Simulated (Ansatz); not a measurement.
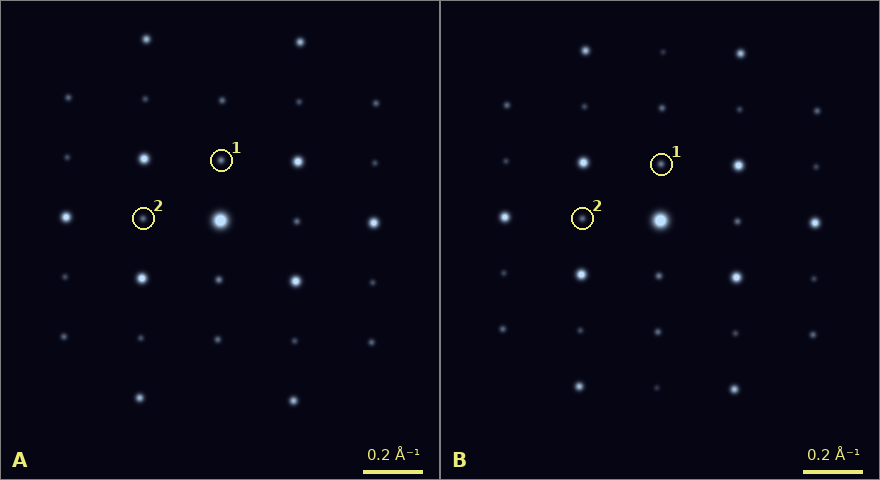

Kinematic electron diffraction patterns (200 kV, B = 0.5 Å², same scale) along [1-10] of the run's own cell, for the start and the end of one relaxation of Cu2SiIrS4 with DFT, PAW plane waves, r2scan (Ansatz 0.2.0). k mesh 6×6×6. The start is a generated model structure, and the relaxation ends in the nearest stationary point of its symmetry, not necessarily the ground state. Spot 1 is 0 0 -1 and spot 2 is 1 1 1 in both.

Start structure:

```
Ir Si Cu S
1.0
     0.00000    5.32421    0.00000
     5.32421    0.00000    0.00000
     2.66210    2.66210   -5.21660
Ir Si Cu S
1 1 2 4
Direct
  0.00000 0.00000 0.00000
  0.50000 0.50000 0.00000
  0.75000 0.25000 0.50000
  0.25000 0.75000 0.50000
  0.39310 0.39310 0.75340
  0.60690 0.14650 0.24660
  0.85350 0.85350 0.75340
  0.14650 0.60690 0.24660
```

### Which pattern belongs to the start structure, and which to the relaxed one?

B is the start: its cell gives d(1) = 5.217 Å, d(2) = 3.765 Å and an angle of 90.0°. A is the relaxed structure, with d(1) = 4.884 Å (-6.4 %), d(2) = 3.796 Å (+0.8 %) and 90.0°.

### Summarise the relaxation behind the change.

The volume changed by -4.8 % to 17.59 Å³ an atom; with the mean shift removed, the atoms moved by up to 0.07 Å relative to the cell (S most); the space group stayed I-42m (No. 121); the free energy fell by 39 meV an atom. Relaxed cell: a = 5.368 Å, b = 5.368 Å, c = 6.186 Å, α = 64.29°, β = 64.29°, γ = 90.00°.
